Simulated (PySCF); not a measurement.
C$_{4}$H$_{7}$ClOSi (SMILES C/C=C(\[SiH3])C(=O)Cl)

```yaml
atoms:
  - { symbol: C, position_ang: [-1.0222, -1.6818, 0.1511] }
  - { symbol: C, position_ang: [0.3118, -1.0457, 0.0526] }
  - { symbol: C, position_ang: [0.5452, 0.2694, -0.0322] }
  - { symbol: Si, position_ang: [-0.7933, 1.6243, -0.0816] }
  - { symbol: C, position_ang: [1.8845, 0.7909, -0.1922] }
  - { symbol: O, position_ang: [2.1993, 1.8344, -0.6712] }
  - { symbol: Cl, position_ang: [3.1856, -0.2603, 0.4512] }
  - { symbol: H, position_ang: [-1.8206, -0.9486, 0.2112] }
  - { symbol: H, position_ang: [-1.1872, -2.3199, -0.7174] }
  - { symbol: H, position_ang: [-1.0534, -2.3251, 1.0305] }
  - { symbol: H, position_ang: [1.1463, -1.7386, 0.0232] }
  - { symbol: H, position_ang: [-0.1752, 2.9403, -0.0486] }
  - { symbol: H, position_ang: [-1.6399, 1.4342, 1.1019] }
  - { symbol: H, position_ang: [-1.5815, 1.4260, -1.3008] }
```

Geometry: GFN2-xTB.

Computed with PySCF, B3LYP/def2-SVPD, SCF density, gas phase.

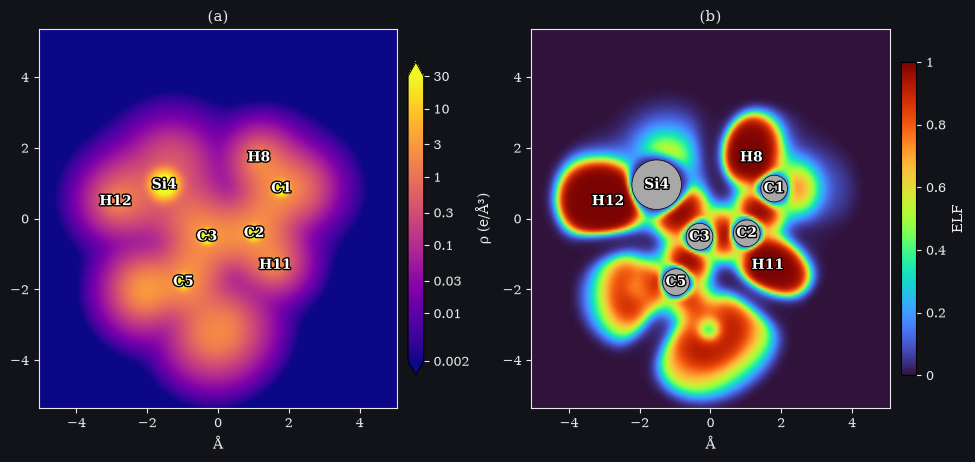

Figure 1. (a) total electron density; (b) electron localisation function on the plane of atoms C1, C2 and C3. Grey discs cover the atomic cores in the ELF map.

**Read the bonding off the picture.**

The section cuts through C, Si and H sites. C–C (1.34 Å): ρ is about 2.3 e/Å³ halfway; the ELF peaks at about 0.95 between the atoms; a multiple bond. C–Si (1.91 Å): ρ at the midpoint is about 0.91 e/Å³; the ELF peaks at about 0.95 between the atoms, as expected for a covalent bond. C–H (1.09 Å): ρ at the midpoint is about 2 e/Å³; the ELF climbs to about 1 towards the hydrogen, as it does in any bond to H; an ordinary covalent bond to hydrogen. C–C (1.45 Å): ρ is about 1.9 e/Å³ halfway; the ELF peaks at about 0.95 between the atoms; a covalent bond. Si–H (1.45 Å): ρ is about 0.82 e/Å³ halfway; the ELF climbs to about 1 towards the hydrogen. The ELF also peaks beside Cl7 and O6, away from the bonds: lone-pair regions.

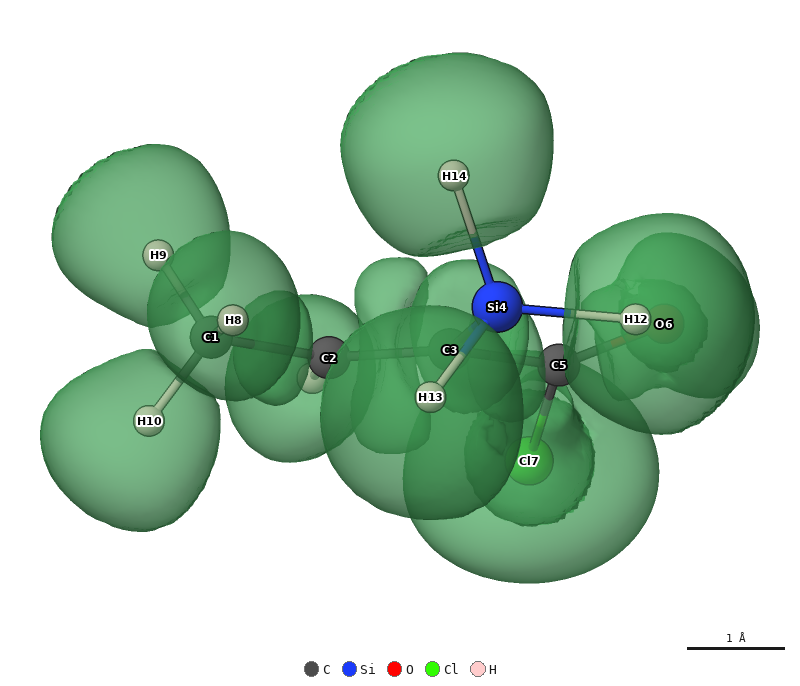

Figure 2. Isosurface of the ELF at 0.75 (green), seen from one side. Core shells and regions of very low density are left out.

**What do the ELF domains correspond to?**

The surface consists of three regions between bonded C–C atoms (shared pairs), one region between bonded C–Si atoms (shared pairs), seven regions around hydrogen nuclei, one region on Cl in which the atom's valence shell and bonds are merged and one region on O in which the atom's valence shell and bonds are merged. Along the contacts the grid gives the following. C–O (1.19 Å): the ELF peaks at about 0.85 between the atoms; a multiple bond.

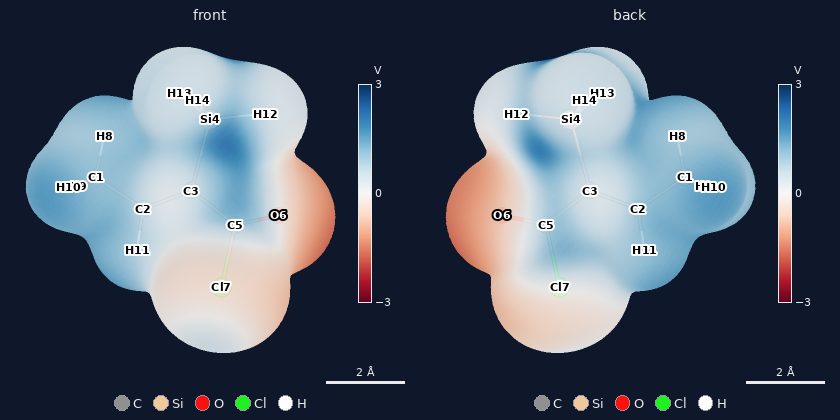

Figure 3. The molecular electrostatic potential painted on the density surface at 0.004 e/bohr³, seen from the front and from behind; the colour scale runs from red (negative) to blue (positive).

**Where is the surface potential most negative and most positive?**

The most negative region (about −1.6 V) lies over O6, the most positive (about +2.1 V) over Si4. Cl7 shows a σ-hole: about +0.5 V at the tip opposite its bond, against about −0.2 V on its flanks. O6 is the likeliest acceptor of a hydrogen bond.
